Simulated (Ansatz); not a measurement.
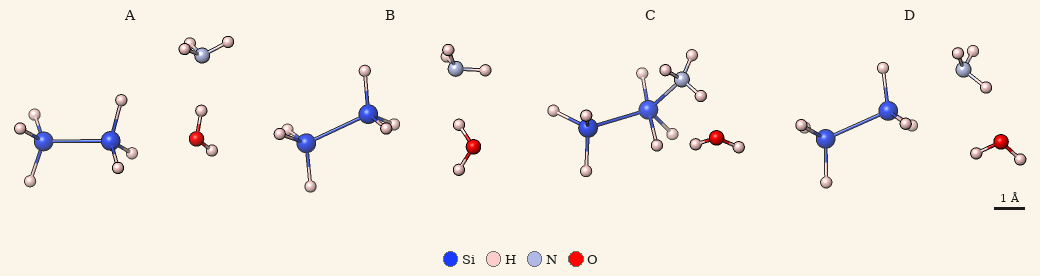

4 geometries from one relaxation of Si₂NH₁₁O (started from a transition state, displaced along its imaginary mode), in shuffled order. The picture is a ball-and-stick view, seen at a tilt.

Theory: Ansatz 0.2.0, RKS PBE0-D4/def2-TZVP. (force threshold 0.005 eV/Å; at most 200 steps)

Put them in the order of the run, from the start to the converged end.

C, D, B, A. They are steps 0, 13, 48, 87, at +255.8 kJ/mol, +18.8 kJ/mol, +7.77 kJ/mol relative to the last. The atom that moves furthest after the best rigid fit is an H atom (2.46 Å). Largest moves by element: H 2.46 Å, N 1.63 Å, Si 1.46 Å, O 0.63 Å. Among the contacts that change: N–Si 1.928 → 4.337 Å, H–Si 1.759 → 1.482 Å, H–O 0.818 → 0.979 Å, H–N 0.922 → 1.013 Å. Bonds break, among them: N–Si (1.93 → 4.34 Å). Among the angles between lasting bonds that change: H–Si–H 170.9° → 111.0°, H–Si–Si 74.4° → 108.8°, H–Si–H 87.4° → 111.4°. Over 75 accepted moves (87 points after the start) the energy falls by 255.8 kJ/mol. Largest force component: 15 eV/Å at the start, 0.0023 eV/Å at the end. The line search rejected the trial steps at points 14, 36, 37, 40, 44, 53, 55, 58 and more of the run. The forces were under the threshold at step 64, but the run went on from there. Cost: 2.1 min on 8 threads of Arm Neoverse V2, on a shared host.
